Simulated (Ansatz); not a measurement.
# How many bands does the GW gap of MoSeO (2H monolayer (Janus)) need?, part 2 of 2

How do accuracy and time trade against each other in G0W0 on MoSeO (2H monolayer (Janus))?

Ansatz 0.2.0; G0W0 on LDA, plane waves, PAW; PAW set soft_1. Known limits of the many-body steps: not at the basis limit; coarse mesh for a sheet; no spin-orbit coupling.

So far. Step 5 (807 empty bands, screening to 135 eV): Against the run with 6×6×1 mesh, 439 empty bands, screening to 90 eV, PAW set soft_1 files, the gap moves by +0.02 eV.

### Step 6. Changing the k mesh: 3×3×1 mesh, 204 empty bands, screening to 54 eV, PAW set soft_1 files

A second mesh at equal bands and cutoff isolates the sampling error. Bands and cutoff differ from the step before, so it is read against an earlier run that matches them.

File input.yaml:

```yaml
crystal:
  lattice:
    - [3.0092173086, 0.0, 0.0]
    - [-1.5046086543, 2.6060586348, 0.0]
    - [0.0, 0.0, 28.9]
  atoms:
    - { symbol: Mo, position: [0.3333333333, 0.6666666667, 0.5115069025] }
    - { symbol: O, position: [0.6666666667, 0.3333333333, 0.5492521945] }
    - { symbol: Se, position: [0.6666666667, 0.3333333333, 0.4507478055] }
  periodic: [true, true, false]
kpoints:
  mp_grid: { grid: [3, 3, 1] }
hamiltonian:
  xc: lda
  pseudopotentials: { kind: paw, azcp: { folder: soft_1 }, xc_functional: pbe }
scf:
  occupations: { method: fixed }
gw:
  n_empty_bands: 204
  ecut_chi: 54.0
  qp_bands: [v2, c2]
  qp_kpoints: band_edges
  screening: { model: contour_deformation }
```

Launch:

```sh
ansatz run input.yaml --threads 4 --pin off --max-ram 17510MiB --backend cpu --events-out ev --progress --plain --runs-dir out
```

Numbers of over 12 decimals in the logs are rounded to 6 here.

The program printed:

```text
[...]
Crystal: 3 atoms, lattice volume = 226.639 Å³
Basis set: ecut = 420 eV, 4309 PW (Γ)
Bands: 22, of which v1, the nominal top of the filled ones, is band 18 counted from 1 (17 counted from 0)
Symmetry: 6 space group operations
[...]
k-points: 3 of 9 (time reversal used)
[...]
1    19     -4.2718   -14.4803    -3.9902   -19.4393  0.7139    -3.2627    -3.3029  root
     1    20     -3.5452   -16.0947    -4.2720   -21.5029  0.6962    -2.3702    -2.4090  root
     2    17     -8.6301   -22.4413     3.6013   -19.0052  0.6880    -8.4657    -8.4649  root
     2    18     -6.6844   -20.1275     1.3128   -19.2409  0.7129    -6.2625    -6.2582  root
     2    19     -4.5954   -15.7134    -4.2684   -21.0655  0.6997    -3.4505    -3.5118  root
     2    20     -3.1814   -14.6871    -4.2202   -19.9155  0.7094    -2.1361    -2.1732  root
[key lines of the parts left out:]
SCF converged after 11 iterations
Free energy (F): -10782.414396 eV
Fermi energy:    -5.483828 eV
```

The job ended after 14 s (4 threads of Arm Neoverse V1, shared host; peak memory 1.1 GiB; 50 s of CPU time).

Numbers from this step:

```
bands summed                                 : 222
plane waves in the screening matrix          : 197
G0W0 gap on the mesh                         : 1.598 eV
k of the valence top                         : 0, 0, 0
k of the conduction bottom                   : 0.3333, 0.3333, 0
starting gap on the mesh                     : 0.8884 eV
least direct G0W0 gap on the computed points : 2.746 eV
```

Against the run with 6×6×1 mesh, 204 empty bands, screening to 54 eV, PAW set soft_1 files, the gap moves by −0.09 eV.

### Step 7. Changing the k mesh: 9×9×1 mesh, 204 empty bands, screening to 54 eV, PAW set soft_1 files

input.yaml: that of step 6 with these lines changed.

```diff
@@ -11,3 +11,3 @@
 kpoints:
-  mp_grid: { grid: [3, 3, 1] }
+  mp_grid: { grid: [9, 9, 1] }
 hamiltonian:
```

The program printed:

```text
[...]
Crystal: 3 atoms, lattice volume = 226.639 Å³
Basis set: ecut = 420 eV, 4309 PW (Γ)
Bands: 22, of which v1, the nominal top of the filled ones, is band 18 counted from 1 (17 counted from 0)
Symmetry: 6 space group operations
[...]
k-points: 12 of 81 (time reversal used)
[...]
1    20     -3.2543   -16.7961    -3.9447   -21.9369  0.7071    -1.9995    -2.0583  root
[...]
11    17     -8.5994   -22.4299     3.4988   -18.9897  0.6900    -8.5409    -8.5409  root
    11    18     -6.7448   -19.7948     0.9127   -19.2830  0.7228    -6.3469    -6.3439  root
    11    19     -4.6245   -16.2076    -3.7173   -21.0827  0.7174    -3.4196    -3.4667  root
    11    20     -3.1804   -14.6771    -4.1330   -19.9252  0.7136    -2.0177    -2.0653  root
[key lines of the parts left out:]
SCF converged after 11 iterations
Free energy (F): -10782.376131 eV
Fermi energy:    -5.503433 eV
```

The job ended after 2.8 min (4 threads; peak memory 1.5 GiB).

This step gave:

```
bands summed                                 : 222
plane waves in the screening matrix          : 197
G0W0 gap on the mesh                         : 1.683 eV
k of the valence top                         : 0, 0, 0
k of the conduction bottom                   : 0.3333, 0.3333, 0
starting gap on the mesh                     : 0.8789 eV
least direct G0W0 gap on the computed points : 2.877 eV
```

Against the run with 3×3×1 mesh, 204 empty bands, screening to 54 eV, PAW set soft_1 files, the gap moves by +0.08 eV.

### Step 8. Side by side

Times are wall times on 4 threads of Arm Neoverse V1, shared host, good to a factor of about two.

| mesh | files | frequency | bands summed | cutoff (eV) | start (eV) | G0W0 (eV) | time | host memory (GiB) |
| --- | --- | --- | --- | --- | --- | --- | --- | --- |
| 6×6×1 | PAW set soft_1 | contour deformation | 90 | 27 | 0.880 | 1.890 | 15 s | 0.71 |
| 6×6×1 | PAW set soft_1 | contour deformation | 222 | 54 | 0.880 | 1.684 | 52 s | 1.5 |
| 6×6×1 | PAW set soft_1 | contour deformation | 457 | 90 | 0.880 | 1.655 | 4.1 min | 3.6 |
| 6×6×1 | PAW set soft_1 | contour deformation | 825 | 135 | 0.880 | 1.676 | 18 min | 7.8 |
| 3×3×1 | PAW set soft_1 | contour deformation | 222 | 54 | 0.888 | 1.598 | 14 s | 1.1 |
| 9×9×1 | PAW set soft_1 | contour deformation | 222 | 54 | 0.879 | 1.683 | 2.8 min | 1.5 |

The parts of the quasiparticle energy at the two band edges (eV; QP = start + Σx + Σc − Vxc):

| run | edge | start | Σx | Σc | Vxc | Z | QP |
| --- | --- | --- | --- | --- | --- | --- | --- |
| 90 bands | valence top | -5.50 | -21.16 | 1.65 | -20.07 | 0.73 | -4.95 |
| 90 bands | conduction bottom | -4.62 | -16.17 | -3.35 | -21.08 | 0.73 | -3.06 |
| 222 bands | valence top | -5.50 | -21.16 | 1.45 | -20.07 | 0.72 | -5.15 |
| 222 bands | conduction bottom | -4.62 | -16.17 | -3.76 | -21.08 | 0.72 | -3.47 |
| 457 bands | valence top | -5.50 | -21.16 | 1.25 | -20.07 | 0.71 | -5.35 |
| 457 bands | conduction bottom | -4.62 | -16.17 | -3.99 | -21.08 | 0.71 | -3.70 |
| 825 bands | valence top | -5.50 | -21.16 | 1.08 | -20.07 | 0.71 | -5.51 |
| 825 bands | conduction bottom | -4.62 | -16.17 | -4.13 | -21.08 | 0.71 | -3.84 |

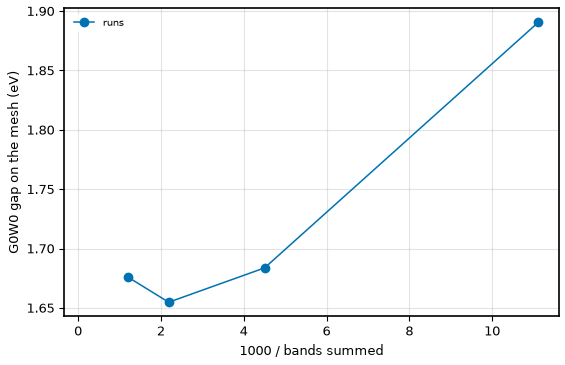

The gap against one over the number of bands.

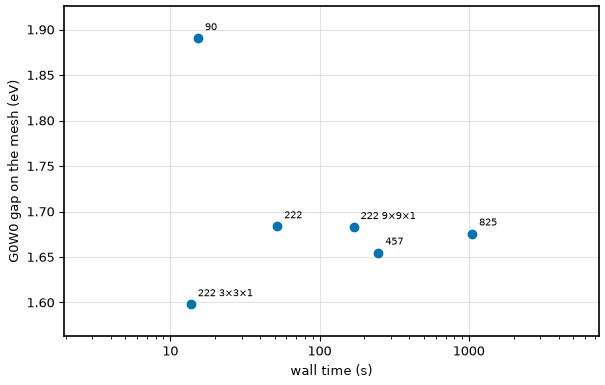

Result against wall time.

### Step 9. What came out

- 90 bands, 27 eV: 1.890 eV
- 222 bands, 54 eV: 1.684 eV
- 457 bands, 90 eV: 1.655 eV
- 825 bands, 135 eV: 1.676 eV
- mesh and start: 6×6×1, LDA

From 90 to 825 bands the gap moves by −0.21 eV while the time grows 69-fold. Σc changes by −0.57 eV at the valence top and −0.78 eV at the conduction bottom, so the levels themselves move more than the gap between them. The gap turns back along the series, so no limit is drawn from it. On the 3×3×1 mesh in place of 6×6×1 the gap differs by −0.09 eV, of which +0.01 eV is already in the start. On the 9×9×1 mesh in place of 6×6×1 the gap differs by −0.001 eV, of which −0.001 eV is already in the start. The mesh in the plane is coarse for a sheet; gap and any exciton binding can still move on denser ones. The many-body steps are scalar-relativistic: spin-orbit coupling is not in them.

[Paths, hosts, dates, memory and timing lines, banners, echoed tables and standing remarks are left out of the program output.]

[Logs are printed without paths, hosts, clocks, repeated set-up lines and the standing remarks that a program may print on its own settings, such as how far it seeks lower states.]

[Runs of the session that timed out or met a known fault of the program may be left out.]

[Cells called generated may have been cut or substituted from an entry of the Crystallography Open Database or the Materials Project.]

[Hosts, paths, dates, database ids (printed as entryN), source tags and the programs' standing remarks are cut or masked in the printed files.]
